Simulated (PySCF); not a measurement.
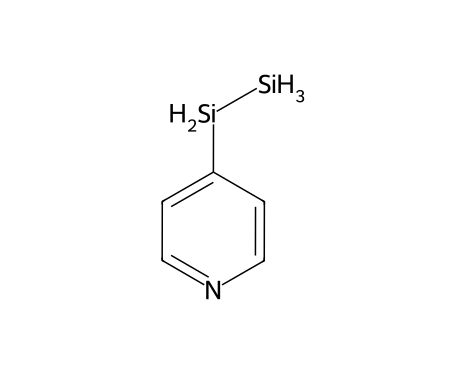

Structural formula above. The computed structure is the end point of a GFN2-xTB optimisation. No frequency run is at hand to confirm it as a minimum.

What does the molecule look like in three dimensions?

The molecule is C₅H₉NSi₂. Its SMILES string is `[SiH3][SiH2]c1ccncc1`. Independent rings (smallest set): 1 of 6 members, 1 of them aromatic. Among its groups: Si–H bond. This geometry has Cs symmetry. Coordination: 2 Si tetrahedral; 5 C trigonal planar; 1 N bent.

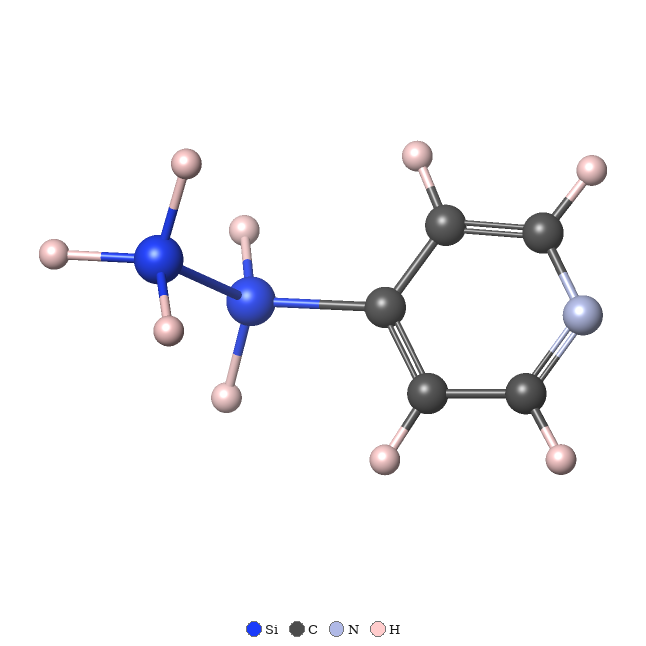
